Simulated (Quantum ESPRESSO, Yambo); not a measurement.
# CdF2 (Fm-3m): G0W0 in Yambo against the screening cutoff

Wanted: the cheapest screening cutoff that holds the gap of CdF2 (Fm-3m).

Program: Yambo 5.3.0. Level of theory: PBE and many-body steps on it, plane waves. Results are calculated unless marked as measured.

## 1. The starting structure

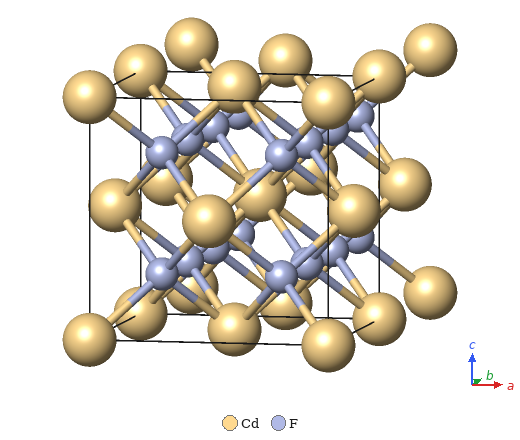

The cell as given, slightly off an axis (cadmium orange, fluorine light blue). 1×2×1 cells are drawn. This picture shows the conventional cell, with its axes. Some periodic images of atoms are drawn too.

As a file:

```
Cd F
1.0
     0.00000    2.69400    2.69400
     2.69400    0.00000    2.69400
     2.69400    2.69400    0.00000
Cd F
1 2
Direct
  0.00000 0.00000 0.00000
  0.25000 0.25000 0.25000
  0.75000 0.75000 0.75000
```

The cell and positions come from the Crystallography Open Database and are kept as given unless a step says otherwise.

## 2. 3.25 Ha

This step: Yambo 5.3.0; G0W0 on PBE, plane waves, norm-conserving pseudopotentials.

Now the one-shot GW correction: screening in the RPA, then the self-energy of the levels asked for.

gw7.in reads:

```
HF_and_locXC
gw0
dyson
ppa
em1d
rim_cut
RandQpts= 1000000
RandGvec= 1 RL
EXXRLvcs= 94 Ry
VXCRLvcs= 376 Ry
Chimod= "HARTREE"
% BndsRnXp
 1 | 133 |
%
NGsBlkXp= 6.5 Ry
% LongDrXp
 1 | 1 | 1 |
%
% GbndRnge
 1 | 133 |
%
DysSolver= "n"
ExtendOut
PPAPntXp= 27.21138 eV
% QPkrange
 8 | 8 | 16 | 19 |
 1 | 1 | 16 | 19 |
%
```

On the command line:

```sh
> OMP_NUM_THREADS=1 mpirun -n 8 yambo -F gw7.in -J gw7 -C gw7 > gw7.log
```

Output:

```text
 Yambo, version 5.3.0

 [02] CORE Variables Setup
 =========================

  [... cell, symmetries and grids as in the set-up ...]

  [02.05] Energies & Occupations
  ==============================

  [X] === General ===
  [X] Electronic Temperature                        :  0.000000  0.000000 [eV K]
  [X] Bosonic    Temperature                        :  0.000000  0.000000 [eV K]
  [X] Finite Temperature mode                       : no
  [X] El. density                                   :  0.86947E+24 [cm-3]
  [X] Fermi Level                                   :  6.529877 [eV]

  [X] === Gaps and Widths ===
  [X] Conduction Band Min                           :  3.124002 [eV]
  [X] Valence Band Max                              :  0.000000 [eV]
  [X] Filled Bands                                  :  17
  [X] Empty Bands                                   :    18   478
  [X] Direct Gap                                    :  3.619370 [eV]
  [X] Direct Gap localized at k                     :  1
  [X] Indirect Gap                                  :  3.124002 [eV]
  [X] Indirect Gap between kpts                     :   8   1
  [X] Last valence band width                       :  0.495368 [eV]
  [X] 1st conduction band width                     :  4.976966 [eV]

 [03] Transferred momenta grid and indexing
 ==========================================

 IBZ Q-points                                      :   8
 BZ  Q-points                                      :   64

 K/Q-points units:
 rlu = crystal or reduced units; cc = cartesian coordinates; iku = interal k-units

 Q [1]          [rlu]:  0.000000  0.000000  0.000000
 Q [2]          [rlu]: -0.36046E-16 -0.36046E-16  0.25000
 Q [3]          [rlu]:  0.72092E-16  0.72092E-16 -0.50000
 Q [4]          [rlu]: -0.65886E-17  0.25000      0.25000
 Q [5]          [rlu]:  0.60598E-16  0.25000      0.50000
 Q [6]          [rlu]:  0.72092E-16  0.25000     -0.25000
 Q [7]          [rlu]:  0.13177E-16 -0.50000     -0.50000
 Q [8]          [rlu]:  0.250000 -0.500000 -0.250000

 [04] Coloumb potential Random Integration (RIM)
 ===============================================

  [04.01] RIM initialization
  ==========================

  * Diagonal components only detected *

  8 x (sBL volume)        :  0.117498 [a.u.]
  sBZ random points       :  1000000
  Points outside the sBZ  :   7968281
  RL volume               :  0.939984 [a.u.]
  Integrated volume       :  0.943725 [a.u.]

  [04.02] RIM integrals
  =====================

  Gamma point sphere radius             :  0.088844 [a.u.]
  Points outside the sphere             :   800476
  [Int_sBZ(q=0) 1/q^2]*(Vol_sBZ)^(-1/3) =:  7.776341
                                 should be <:  7.795600

  Summary of Coulomb integrals for non-metallic bands |Q|[au] RIM/Bare

  Q [1] 0.100000E-4 0.997530 * Q [2] 0.267211 1.068862
  Q [4] 0.308548 1.067204 * Q [6] 0.436353 1.029264
  Q [5] 0.511670 1.022872 * Q [3] 0.534422 1.020326
  Q [7] 0.617097 1.017560 * Q [8] 0.689935 1.014592

 [WARNING] [Xp] User bands 1-133 break level degeneracy

 [05] Dipoles
 ============

  [05.01] Setup: observables and procedures
  =========================================

 [06] Dynamic Dielectric Matrix (PPA)
 ====================================

 [SLK-Inversion]  Pools        :  2
 [SLK-Inversion]  BLACS grid   :  2  2

 [WR./gw7//ndb.pp]---------------------------------------------------------------
  Brillouin Zone Q/K grids (IBZ/BZ)                :    8   64    8   64
  RL vectors                                       :   4957 [WF]
  Coulomb cutoff potential                         : none
  Electronic Temperature                           :  0.000000 [K]
  Bosonic    Temperature                           :  0.000000 [K]
  PPA    diel. fun.  energies                      : Perdew, Burke & Ernzerhof(X)+Perdew, Burke & Ernzerhof(C)
  wavefunctions                                    : Perdew, Burke & Ernzerhof(X)+Perdew, Burke & Ernzerhof(C)
  Global Gauge                                     : length
  X matrix size                                    :   65
  X band range                                     :    1  133
  X e/h energy range                               : -1.000000 -1.000000 [eV]
  X Time ordering                                  : R
  X Hxc Kernel                                     : HARTREE
  X Drude frequency                                :  0.000000  0.000000
  X poles                                          :  100.0000 [o/o]
  RL vectors in the sum                            :   4957
  [r,Vnl] included                                 : yes
  Field direction                                  :  0.577350E-5  0.577350E-5  0.577350E-5
  BZ energy Double Grid                            : no
  BZ energy DbGd points                            : 0
  BZ Q point size factor                           : -1.000000
  X Optical Averaged directions                    : none

 [07] Local Exchange-Correlation + Non-Local Fock
 ================================================

 [VXC] Plane waves :   32647
 [EXS] Plane waves :   4111

 QP @ state[ 1 ] K range:  1  1
 QP @ state[ 1 ] b range:  16  19
 QP @ state[ 2 ] K range:   8   8
 QP @ state[ 2 ] b range:  16  19

 [xc] Functional : Perdew, Burke & Ernzerhof(X)+Perdew, Burke & Ernzerhof(C)
 [xc] LIBXC used to calculate xc functional
  PP Number of Atomic Species                      :  2
  NLCC RL compoments                               :   32647
  PP Number of Atomic Species                      :  2
  NLCC RL compoments                               :   32647

 [xc] E_xc :  -24.65861 [Ha]
      E_xc :  -49.31721 [Ry]

  Local XC kind (lXC) : Perdew, Burke & Ernzerhof(X)+Perdew, Burke & Ernzerhof(C)
  Non-Local XC kind (nlXC) : Hartree-Fock

  Corrections @ K [1] :  [eV]
 <16|nlXC|16> = -32.30963 -0.13387E-16 <16|lXC|16> = -24.99307 -0.18889E-15
 <17|nlXC|17> = -32.30946 -0.63187E-17 <17|lXC|17> = -24.99307 -0.37758E-15
 <18|nlXC|18> = -7.995135  0.16467E-17 <18|lXC|18> = -12.40280  0.18886E-15
 <19|nlXC|19> = -4.691559 -0.55539E-18 <19|lXC|19> = -10.20232  0.94393E-16

  Corrections @ K [8] :  [eV]
 <16|nlXC|16> = -30.55527  0.88879E-17 <16|lXC|16> = -23.13818  0.11801E-15
 <17|nlXC|17> = -31.56146  0.75495E-18 <17|lXC|17> = -24.39238  0.51548E-17
 <18|nlXC|18> = -10.76548 -0.26226E-18 <18|lXC|18> = -16.75171  0.47226E-16
 <19|nlXC|19> = -6.369104 -0.29490E-18 <19|lXC|19> = -10.95815  0.70812E-16

  [07.01] Hartree-Fock occupations report
  =======================================

  [Hartree-Fock] === General ===
  [Hartree-Fock] Electronic Temperature             :  0.000000  0.000000 [eV K]
  [Hartree-Fock] Bosonic    Temperature             :  0.000000  0.000000 [eV K]
  [Hartree-Fock] Finite Temperature mode            : no
  [Hartree-Fock] El. density                        :  0.86947E+24 [cm-3]
  [Hartree-Fock] Fermi Level                        :  6.529877 [eV]

  [Hartree-Fock] === Gaps and Widths ===
  [Hartree-Fock] Conduction Band Min                :  4.990531 [eV]
  [Hartree-Fock] Valence Band Max                   : -0.088828 [eV]
  [Hartree-Fock] Filled Bands                       :  17
  [Hartree-Fock] Empty Bands                        :    18   478
  [Hartree-Fock] Direct Gap                         :  5.439233 [eV]
  [Hartree-Fock] Direct Gap localized at k          :  2
  [Hartree-Fock] Indirect Gap                       :  5.079359 [eV]
  [Hartree-Fock] Indirect Gap between kpts          :   7   2
  [Hartree-Fock] Last valence band width            :  7.722932 [eV]
  [Hartree-Fock] 1st conduction band width          :  9.096662 [eV]

 [08] Dyson equation: Newton solver
 ==================================

  [08.01] G0W0 (W PPA)
  ====================

  [  GW  ] Bands range     :    1  133
  [GW/PPA] G damping       :  0.100000 [eV]

  QP @ state[ 1 ] K range:  1  1
  QP @ state[ 1 ] b range:  16  19
  QP @ state[ 2 ] K range:   8   8
  QP @ state[ 2 ] b range:  16  19

   Sc/G bands                                       :    1  133
   Sc/G damping                                     :  0.100000 ev
   Sc bands terminator                              : no
   Sx RL components                                 :   4111

   QP @ state[ 1 ] K range                          :  1  1
   QP @ state[ 1 ] b range                          :  16  19
   QP @ state[ 2 ] K range                          :   8   8
   QP @ state[ 2 ] b range                          :  16  19
   GF energies kind                                 : Perdew, Burke & Ernzerhof(X)+Perdew, Burke & Ernzerhof(C)
   GF WF`s kind                                     : Perdew, Burke & Ernzerhof(X)+Perdew, Burke & Ernzerhof(C)
   Xs energies kind                                 : Perdew, Burke & Ernzerhof(X)+Perdew, Burke & Ernzerhof(C)
   Xs WF`s kind                                     : Perdew, Burke & Ernzerhof(X)+Perdew, Burke & Ernzerhof(C)

 [11] Game Over & Game summary
```

Wall time 31 s (8 MPI ranks of Arm Neoverse V2, shared host); peak memory 3.3 GiB; 4 min of CPU time.

Numbers from this step:

- G0W0 gap on the points computed: 5.301 eV
- starting gap on the mesh: 3.124 eV
- k of the valence top: 0.25, -0.5, -0.25
- k of the conduction bottom: 0, 0, 0
- least direct G0W0 gap on the computed points: 6.051 eV
- Z at the valence top: 0.8056
- Z at the conduction bottom: 0.8724

The gap on the mesh goes from 3.12 eV to 5.30 eV, a correction of +2.18 eV.

## 3. 5.25 Ha

gw8.in, as its differences from gw7.in of step 2:

```diff
@@ -14,3 +14,3 @@
 %
-NGsBlkXp= 6.5 Ry
+NGsBlkXp= 10.5 Ry
 % LongDrXp
```

On the command line:

```sh
> OMP_NUM_THREADS=1 mpirun -n 8 yambo -F gw8.in -J gw8 -C gw8 > gw8.log
```

Output:

```text
 Yambo, version 5.3.0

 [02] CORE Variables Setup
 =========================

  [... cell, symmetries and grids as in the set-up ...]

  [02.05] Energies & Occupations
  ==============================

  [X] === General ===
  [X] Electronic Temperature                        :  0.000000  0.000000 [eV K]
  [X] Bosonic    Temperature                        :  0.000000  0.000000 [eV K]
  [X] Finite Temperature mode                       : no
  [X] El. density                                   :  0.86947E+24 [cm-3]
  [X] Fermi Level                                   :  6.529877 [eV]

  [X] === Gaps and Widths ===
  [X] Conduction Band Min                           :  3.124002 [eV]
  [X] Valence Band Max                              :  0.000000 [eV]
  [X] Filled Bands                                  :  17
  [X] Empty Bands                                   :    18   478
  [X] Direct Gap                                    :  3.619370 [eV]
  [X] Direct Gap localized at k                     :  1
  [X] Indirect Gap                                  :  3.124002 [eV]
  [X] Indirect Gap between kpts                     :   8   1
  [X] Last valence band width                       :  0.495368 [eV]
  [X] 1st conduction band width                     :  4.976966 [eV]

 [03] Transferred momenta grid and indexing
 ==========================================

 IBZ Q-points                                      :   8
 BZ  Q-points                                      :   64

 K/Q-points units:
 rlu = crystal or reduced units; cc = cartesian coordinates; iku = interal k-units

 Q [1]          [rlu]:  0.000000  0.000000  0.000000
 Q [2]          [rlu]: -0.36046E-16 -0.36046E-16  0.25000
 Q [3]          [rlu]:  0.72092E-16  0.72092E-16 -0.50000
[...]
[Hartree-Fock] El. density                        :  0.86947E+24 [cm-3]
  [Hartree-Fock] Fermi Level                        :  6.529877 [eV]

  [Hartree-Fock] === Gaps and Widths ===
  [Hartree-Fock] Conduction Band Min                :  4.990531 [eV]
  [Hartree-Fock] Valence Band Max                   : -0.088828 [eV]
  [Hartree-Fock] Filled Bands                       :  17
  [Hartree-Fock] Empty Bands                        :    18   478
  [Hartree-Fock] Direct Gap                         :  5.439233 [eV]
  [Hartree-Fock] Direct Gap localized at k          :  2
  [Hartree-Fock] Indirect Gap                       :  5.079359 [eV]
  [Hartree-Fock] Indirect Gap between kpts          :   7   2
  [Hartree-Fock] Last valence band width            :  7.722932 [eV]
  [Hartree-Fock] 1st conduction band width          :  9.096662 [eV]

 [08] Dyson equation: Newton solver
 ==================================

  [08.01] G0W0 (W PPA)
  ====================

  [  GW  ] Bands range     :    1  133
  [GW/PPA] G damping       :  0.100000 [eV]

  QP @ state[ 1 ] K range:  1  1
  QP @ state[ 1 ] b range:  16  19
  QP @ state[ 2 ] K range:   8   8
  QP @ state[ 2 ] b range:  16  19

   Sc/G bands                                       :    1  133
   Sc/G damping                                     :  0.100000 ev
   Sc bands terminator                              : no
   Sx RL components                                 :   4111

   QP @ state[ 1 ] K range                          :  1  1
   QP @ state[ 1 ] b range                          :  16  19
   QP @ state[ 2 ] K range                          :   8   8
   QP @ state[ 2 ] b range                          :  16  19
   GF energies kind                                 : Perdew, Burke & Ernzerhof(X)+Perdew, Burke & Ernzerhof(C)
   GF WF`s kind                                     : Perdew, Burke & Ernzerhof(X)+Perdew, Burke & Ernzerhof(C)
   Xs energies kind                                 : Perdew, Burke & Ernzerhof(X)+Perdew, Burke & Ernzerhof(C)
   Xs WF`s kind                                     : Perdew, Burke & Ernzerhof(X)+Perdew, Burke & Ernzerhof(C)

 [11] Game Over & Game summary
```

Wall time 42 s (8 MPI ranks); peak memory 3.4 GiB.

This step gave:

```yaml
g0w0_gap_on_the_points_computed: 5.312 eV
starting_gap_on_the_mesh: 3.124 eV
k_of_the_valence_top: 0.25, -0.5, -0.25
k_of_the_conduction_bottom: 0, 0, 0
least_direct_g0w0_gap_on_the_computed_points: 6.071 eV
z_at_the_valence_top: 0.7971
z_at_the_conduction_bottom: 0.8700
```

Against the run before, the gap moves by +0.011 eV.

(Part 1 of 2 ends here.)

[Paths, hosts, dates, memory and timing lines, banners, echoed tables and standing remarks are left out of the program output.]

[Logs are printed without paths, hosts, clocks, repeated set-up lines and the standing remarks that a program may print on its own settings, such as how far it seeks lower states.]

[Runs of the session that timed out or met a known fault of the program may be left out.]

[Hosts, paths, dates, database ids (printed as entryN), source tags and the programs' standing remarks are cut or masked in the printed files.]
